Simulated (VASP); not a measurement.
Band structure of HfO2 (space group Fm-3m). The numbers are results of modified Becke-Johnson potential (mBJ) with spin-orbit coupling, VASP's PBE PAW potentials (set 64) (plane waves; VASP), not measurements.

mBJ is a potential without an energy functional, so only the levels count.

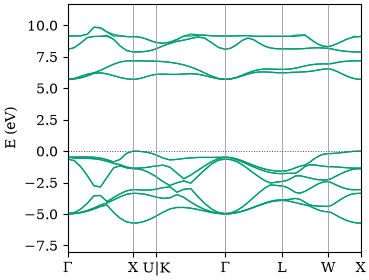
Fig. 1. Bands along high-symmetry lines, zero at the valence-band maximum or, without a gap, the Fermi level

Q: Read the plot: is there a gap, and where are the band edges?

A: The gap is indirect, 5.70 eV, from the valence maximum at X to the conduction minimum at Γ.

The structure comes from a computed database's HfO2 entry (Fm-3m); how it stands against other phases isn't given here. It was relaxed first. The cell's shape comes from a PBE relaxation.
